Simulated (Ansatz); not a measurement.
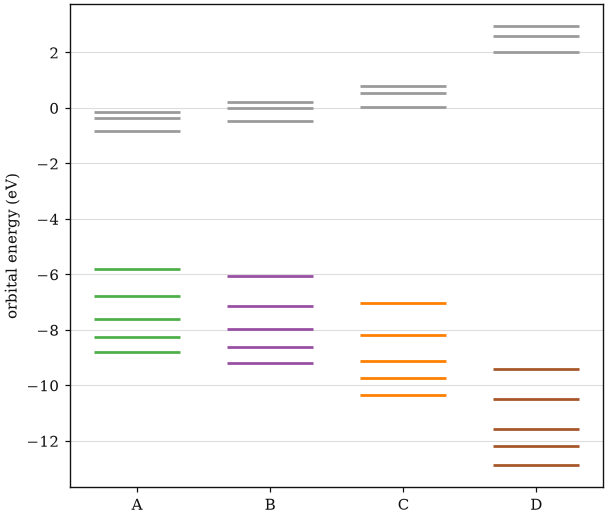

Frontier orbital energies of CH₆GeOS, SMILES C[S][GeH2][OH], singlet at one geometry, def2-TZVPP, the Ansatz code 0.2.0, at a PBE0-D4/def2-TZVP geometry (no frequency check). Empty levels are grey, levels within 0.1 eV stand side by side; all columns show the same few orbitals around the gap.

The columns come from PBE, PBE0, r2SCAN and ωB97X-V. Which is which?

Answer. A: PBE (HOMO −5.79, LUMO −0.84, separation 4.95 eV)
B: r2SCAN (HOMO −6.05, LUMO −0.48, separation 5.57 eV)
C: PBE0 (HOMO −7.02, LUMO 0.05, separation 7.07 eV)
D: ωB97X-V (HOMO −9.39, LUMO 2.04, separation 11.43 eV)

Limits of at least one run: empty levels above zero depend strongly on the basis; no scalar relativity up to krypton; one conformer of a flexible molecule.
